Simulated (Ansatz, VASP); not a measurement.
# ZnS (Wurtzite) in two plane-wave programs

Aim: how closely do two programs agree when they are given the same cell, functional and k mesh? The cell is taken from a series of VASP runs on this material, whose earlier steps may have relaxed, scaled or displaced it; both programs get it as it stands. Valence electrons are named where the data sets of a main pair hold unlike numbers.

Program: Ansatz 0.2.0. Level of theory: plane waves, with VASP 6.6.1 beside it; band structure at HSE06 and band structure at PBE0. Results are calculated unless marked as measured.

### 1. The structure

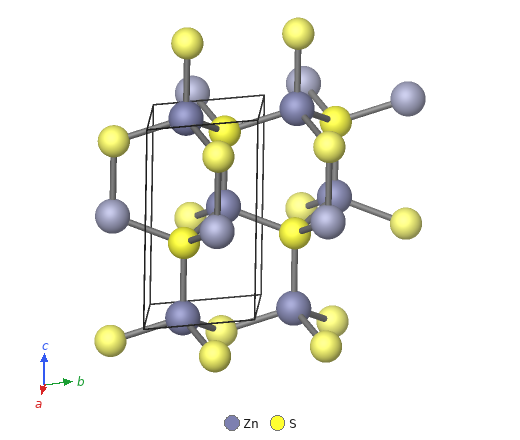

Start, viewed slightly off an axis; zinc blue, sulfur yellow. 1×2×1 cells are drawn. Some periodic images of atoms are drawn too.

### 2. VASP: band structure, HSE06

Levels along a path test the potential and the projectors away from the mesh points.

Lines of VASP's logs that name or quote its potential files are left out, and so is its time.

The run reads the wave functions of an earlier VASP run, which isn't shown here.

Contents of INCAR:

```
SYSTEM = ZnS
PREC = Accurate
ENCUT = 350
EDIFF = 1E-06
NELM = 100
ISMEAR = 0
SIGMA = 0.03
LREAL = .FALSE.
ALGO = Normal
LHFCALC = .TRUE.
AEXX = 0.25
GGA = PE
HFSCREEN = 0.2
LASPH = .TRUE.
NBANDS = 24
PRECFOCK = Fast
LORBIT = 11
LWAVE = .FALSE.
LCHARG = .FALSE.
KPAR = 4
```

Contents of POSCAR:

```
ZnS
1.0
    3.8110000000      0.0000000000      0.0000000000
   -1.9055000000      3.3004228138      0.0000000000
    0.0000000000      0.0000000000      6.2340000000
Zn S
2 2
Direct
    0.3333333333      0.6666666667      0.5000000000
    0.6666666667      0.3333333333      0.0000000000
    0.3333333333      0.6666666667      0.8750000000
    0.6666666667      0.3333333333      0.3750000000
```

Contents of KPOINTS:

```
Automatic mesh
0
Gamma
4 4 3
0 0 0
```

Contents of KPOINTS_OPT:

```
Line mode
10
Line-mode
Reciprocal
  0.00000000   0.00000000   0.00000000 GAMMA
  0.50000000   0.00000000   0.00000000 M

  0.50000000   0.00000000   0.00000000 M
  0.33333333   0.33333333   0.00000000 K

  0.33333333   0.33333333   0.00000000 K
  0.00000000   0.00000000   0.00000000 GAMMA

  0.00000000   0.00000000   0.00000000 GAMMA
  0.00000000   0.00000000   0.50000000 A

  0.00000000   0.00000000   0.50000000 A
  0.50000000   0.00000000   0.50000000 L

  0.50000000   0.00000000   0.50000000 L
  0.33333333   0.33333333   0.50000000 H

  0.33333333   0.33333333   0.50000000 H
  0.00000000   0.00000000   0.50000000 A

  0.50000000   0.00000000   0.50000000 L
  0.50000000   0.00000000   0.00000000 M

  0.33333333   0.33333333   0.00000000 K
  0.33333333   0.33333333   0.50000000 H
```

Potentials, in the order of the species: Zn and S (PBE family, release 64).

Launch:

```bash
mpirun -np 8 vasp_std
```

Numbers of over 12 decimals in the logs are rounded to 6 here.

What it wrote:

```text
[banner, memory and clock lines left out]
running    8 mpi-ranks, on    1 nodes
 distrk:  each k-point on    2 cores,    4 groups
 distr:  one band on    1 cores,    2 groups

 POSCAR found type information on POSCAR ZnS
 POSCAR found :  2 types and       4 ions
|                                                                             |
|           W    W    AA    RRRRR   N    N  II  N    N   GGGG   !!!           |
|           W    W   A  A   R    R  NN   N  II  NN   N  G    G  !!!           |
|           W    W  A    A  R    R  N N  N  II  N N  N  G       !!!           |
|           W WW W  AAAAAA  RRRRR   N  N N  II  N  N N  G  GGG   !            |
|           WW  WW  A    A  R   R   N   NN  II  N   NN  G    G                |
|           W    W  A    A  R    R  N    N  II  N    N   GGGG   !!!           |
|                                                                             |
|     For optimal performance we recommend to set                             |
|       NCORE = 2 up to number-of-cores-per-socket                            |
|     NCORE specifies how many cores store one orbital (NPAR=cpu/NCORE).      |
|     This setting can greatly improve the performance of VASP for DFT.       |
|     The default, NCORE=1 might be grossly inefficient on modern             |
|     multi-core architectures or massively parallel machines. Do your        |
|     Unfortunately you need to use the default for GW and RPA                |
|     calculations (for HF NCORE is supported but not extensively tested      |
|     yet).                                                                   |
|                                                                             |

 LDA part: xc-table for (Slater+PW92), standard interpolation
 found WAVECAR, reading the header
 POSCAR, INCAR and KPOINTS ok, starting setup
 FFT: planning ... GRIDC
 FFT: planning ... GRID_SOFT
 FFT: planning ... GRID
 reading WAVECAR
 the WAVECAR file was read successfully
 initial charge from wavefunction
 entering main loop
       N       E                     dE             d eps       ncg     rms          rms(c)
DAV:   1    -0.168120657968E+02   -0.16812E+02   -0.30154E+00   456   0.402E+01    0.399E+00
DAV:   2    -0.167316838346E+02    0.80382E-01   -0.75019E-01   424   0.147E+01    0.239E+00
DAV:   3    -0.167281036382E+02    0.35802E-02   -0.88093E-02   480   0.405E+00    0.171E+00
DAV:   4    -0.167272318823E+02    0.87176E-03   -0.10325E-02   504   0.102E+00    0.103E+00
DAV:   5    -0.167268861975E+02    0.34568E-03   -0.16413E-03   488   0.286E-01    0.628E-01
DAV:   6    -0.167267865349E+02    0.99663E-04   -0.26145E-04   464   0.131E-01    0.366E-01
DAV:   7    -0.167267349406E+02    0.51594E-04   -0.22858E-05   448   0.306E-02    0.195E-01
DAV:   8    -0.167267171352E+02    0.17805E-04   -0.10507E-05   464   0.197E-02    0.994E-02
DAV:   9    -0.167267113763E+02    0.57589E-05   -0.34189E-06   440   0.123E-02    0.504E-02
DAV:  10    -0.167267093769E+02    0.19994E-05   -0.10839E-06   328   0.764E-03    0.267E-02
DAV:  11    -0.167267086150E+02    0.76188E-06   -0.58080E-07   312   0.555E-03
   1 F= -.16726709E+02 E0= -.16726709E+02  d E =-.162692E-21
 Start KPOINTS_OPT (optional k-point list driver)
k-point batch [1-8\90]
       N       E                     dE             ncg
DAV:   1     0.750607784212E+03   -0.20747E+04      384
DAV:   2    -0.122404130339E+04   -0.19746E+04      384
DAV:   3    -0.141547706672E+04   -0.19144E+03      440
DAV:   4    -0.142197200111E+04   -0.64949E+01      472
DAV:   5    -0.142208397316E+04   -0.11197E+00      480
DAV:   6    -0.142208665521E+04   -0.26820E-02      464
DAV:   7    -0.142208673803E+04   -0.82829E-04      464
DAV:   8    -0.142208674147E+04   -0.34365E-05      400
DAV:   9    -0.142208674167E+04   -0.19779E-06      312
[...]
k-point batch [89-90\90]
       N       E                     dE             ncg
DAV:   1     0.656089359018E+04   -0.20552E+04       96
DAV:   2     0.607476582884E+04   -0.48613E+03       96
DAV:   3     0.603174946590E+04   -0.43016E+02      128
DAV:   4     0.603055000136E+04   -0.11995E+01      120
DAV:   5     0.603053390487E+04   -0.16096E-01      112
DAV:   6     0.603053356204E+04   -0.34283E-03      112
DAV:   7     0.603053355252E+04   -0.95142E-05      112
DAV:   8     0.603053355222E+04   -0.29907E-06       80
```

OUTCAR, selected parts (step 2):

```text
ion  position               nearest neighbor table
   1  0.333  0.667  0.500-   4 2.33   4 2.33   4 2.33   3 2.34
   2  0.667  0.333  0.000-   3 2.33   3 2.33   3 2.33   4 2.34
   3  0.333  0.667  0.875-   2 2.33   2 2.33   2 2.33   1 2.34
   4  0.667  0.333  0.375-   1 2.33   1 2.33   1 2.33   2 2.34

  LATTYP: Found a hexagonal cell.
 ALAT       =     3.8110000000
 C/A-ratio  =     1.6357911309

 Subroutine GETGRP returns: Found 12 space group operations
 (whereof  6 operations were pure point group operations)

The static configuration has the point symmetry C_3v.
 The point group associated with its full space group is C_6v.

 Found      8 irreducible k-points:

   k-points           NKPTS =      8   k-points in BZ     NKDIM =     48   number of bands    NBANDS=     24

   dimension x,y,z NGX =    24 NGY =   24 NGZ =   40
   dimension x,y,z NGXF=    48 NGYF=   48 NGZF=   80

   ENCUT  =  350.0 eV  25.72 Ry    5.07 a.u.   5.81  5.81  9.51*2*pi/ulx,y,z

   NELECT =      36.0000    total number of electrons

 k-points in reciprocal lattice and weights: Automatic mesh
   0.00000000  0.00000000  0.00000000       0.021
   0.25000000  0.00000000  0.00000000       0.125
   0.50000000  0.00000000  0.00000000       0.062
   0.25000000  0.25000000  0.00000000       0.125
   0.00000000  0.00000000  0.33333333       0.042
   0.25000000  0.00000000  0.33333333       0.250
   0.50000000  0.00000000  0.33333333       0.125
   0.25000000  0.25000000  0.33333333       0.250

  exchange ACFDT corr.  =         0.00000000  see jH, gK, PRB 81, 115126

 average (electrostatic) potential at core
       1 -28.6256       2 -28.6256       3 -84.8749       4 -84.8749

 E-fermi :   1.6492

 k-point     1 :       0.0000    0.0000    0.0000
  band No.  band energies     occupation
    ...
     14       0.4878      2.00000
     15       0.4878      2.00000
     16       1.3945      2.00000
     17       1.4527      2.00000
     18       1.4527      2.00000
     19       4.9173      0.00000
     20       5.7862      0.00000
     21       9.0490      0.00000
     22       9.0490      0.00000
     23       9.3683      0.00000
    ...

 k-point     2 :       0.2500    0.0000    0.0000
  band No.  band energies     occupation
    ...
     14      -1.7529      2.00000
     15      -0.9014      2.00000
     16      -0.2975      2.00000
     17       0.7949      2.00000
     18       0.9719      2.00000
     19       6.6567      0.00000
     20       6.7896      0.00000
     21       8.6352      0.00000
     22       9.3176      0.00000
     23       9.7973      0.00000
    ...

 k-point     3 :       0.5000    0.0000    0.0000
  band No.  band energies     occupation
    ...
     14      -2.9711      2.00000
     15      -2.0354      2.00000
     16      -0.9365      2.00000
     17      -0.3297      2.00000
     18       0.5089      2.00000
     19       6.2383      0.00000
     20       7.0233      0.00000
     21       7.6689      0.00000
     22       9.6442      0.00000
     23      10.3795      0.00000
    ...

  energy-cutoff  :      350.00
  volume of cell :       78.41
      direct lattice vectors                 reciprocal lattice vectors
     3.811000000  0.000000000  0.000000000     0.262398321  0.151495741  0.000000000
    -1.905500000  3.300422814  0.000000000     0.000000000  0.302991482  0.000000000
     0.000000000  0.000000000  6.234000000     0.000000000  0.000000000  0.160410651

 POSITION                                       TOTAL-FORCE (eV/Angst)
 -----------------------------------------------------------------------------------
     -0.00000      2.20028      3.11700        -0.000000      0.000000      0.011259
      1.90550      1.10014      0.00000         0.000000     -0.000000      0.011259
     -0.00000      2.20028      5.45475         0.000000     -0.000000     -0.011259
      1.90550      1.10014      2.33775        -0.000000      0.000000     -0.011259
 -----------------------------------------------------------------------------------
    total drift:                               -0.000000      0.000001     -0.003185

  FREE ENERGIE OF THE ION-ELECTRON SYSTEM (eV)
  ---------------------------------------------------
  free  energy   TOTEN  =       -16.7267086150 eV

  energy  without entropy=      -16.7267086150  energy(sigma->0) =      -16.72670862

 total charge
# of ion       s       p       d       tot
------------------------------------------
    1        0.486   0.476   9.835  10.796
    2        0.486   0.476   9.835  10.796
    3        1.304   2.477   0.000   3.781
    4        1.304   2.477   0.000   3.781
--------------------------------------------------
tot          3.580   5.906  19.669  29.155

[... 3 further parts left out ...]
```

The k-mesh is coarse for exact exchange; levels may shift by about 0.1 eV on a finer one. The PAW data sets were made with PBE, which is usual practice but a small mismatch for other functionals.

(Part 1 of 3 ends here.)

[Lines on the potential files, build, host, timing and source positions are cut from VASP's logs without a mark.]

[Logs are printed without paths, hosts, clocks, repeated set-up lines and the standing remarks that a program may print on its own settings, such as how far it seeks lower states.]

[Hosts, paths, dates, database ids (printed as entryN), source tags and the programs' standing remarks are cut or masked in the printed files.]
